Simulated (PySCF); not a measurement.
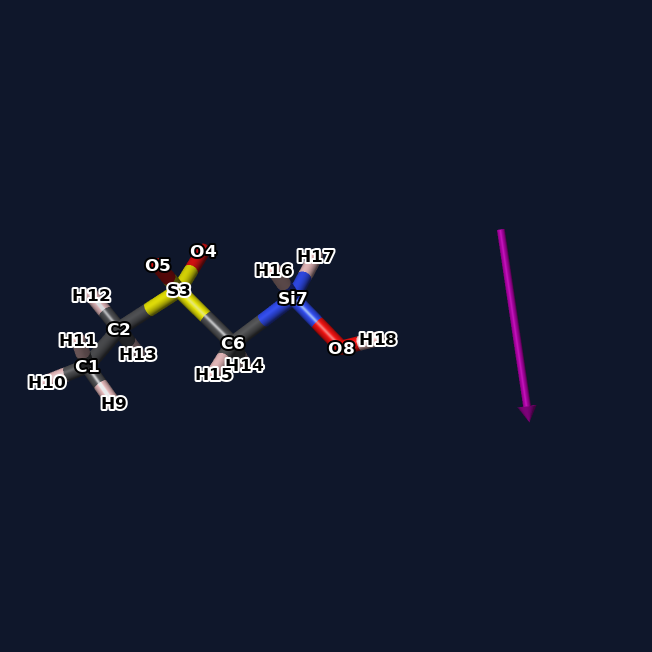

The arrow beside the molecule shows the direction of the dipole moment, from the negative to the positive end (its length means nothing). The computed structure is the end point of a GFN2-xTB optimisation. No frequency run is at hand to confirm it as a minimum. Level of theory: PBE0/pcSseg-1, gas phase (PySCF 2.14.0).

> How large is the dipole moment?

3.59 D; it points from the side of O4, O5 to the side of H9 (the outermost atoms at the two ends).

The geometry is semi-empirical. Around Si such bond lengths and angles can be off by a tenth of an ångström or more and by several degrees, and values that hang on the shape move with them.
